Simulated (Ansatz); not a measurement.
# A correction line for MP2/def2-TZVPP: atomisation energy

The atomisation energy (no zero-point term) in kJ/mol of 8 B-containing radicals: x at MP2/def2-TZVPP, y at CCSD(T)/CBS estimate. Shapes, held fixed at every level: PBE0-D4/def2-TZVP. Flexible molecules stand in one conformer, not always the lowest. Programs: Ansatz 0.2.0.

| molecule | x (kJ/mol) | y (kJ/mol) |
| --- | --- | --- |
| B(CH3)(SiH3) | 2820 | 2882 |
| C2H6B (SMILES [BH]CC) | 3184 | 3219 |
| BH(CH2)(CH3) | 3271 | ? |
| B(SiH2)(SiH3)2 | 3347 | 3460 |
| B(CH2)(CH3)F | 3560 | 3572 |
| B(CH2)(CH3)(NH2) | 4150 | 4206 |
| C2H6BO2 (SMILES CO[B]OC) | 4328 | 4336 |
| C3H8BO (SMILES [BH]OC(C)C) | 5001 | 5034 |

Fit y = c + s·x to the known rows and predict y for BH(CH2)(CH3).


1. Means of the 7 rows: x = 3770.00, y = 3815.6.
2. Σ(Δx)² = 3440050, Σ(Δx·Δy) = 3376688, so the slope is 3376688/3440050 = 0.98158.
3. Intercept: 3815.6 − (0.98158) × 3770.00 = 115.0. The largest residual of the fit is 60.
4. BH(CH2)(CH3): 115.0 + 0.98158 × 3271 = 3326 kJ/mol.

CCSD(T)/CBS estimate gives 3313 kJ/mol, so the prediction is off by +13 kJ/mol, within the largest residual. Uncorrected, MP2/def2-TZVPP misses BH(CH2)(CH3) by -42 kJ/mol, and the other rows by 46 on average. The line removes about 70 % of this miss. Left out in turn, the other rows are missed by 33 kJ/mol on average. Open shells run unrestricted. The CBS estimate extrapolates MP2 from def2-TZVPP and def2-QZVPP and adds CCSD(T) − MP2 in the triple-zeta set, cores frozen.

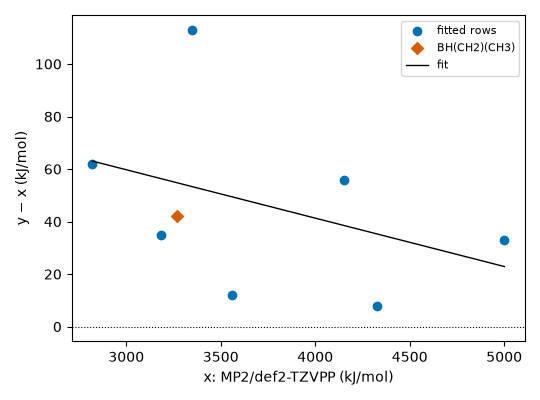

The correction y − x against x, with the fitted line and the withheld molecule.
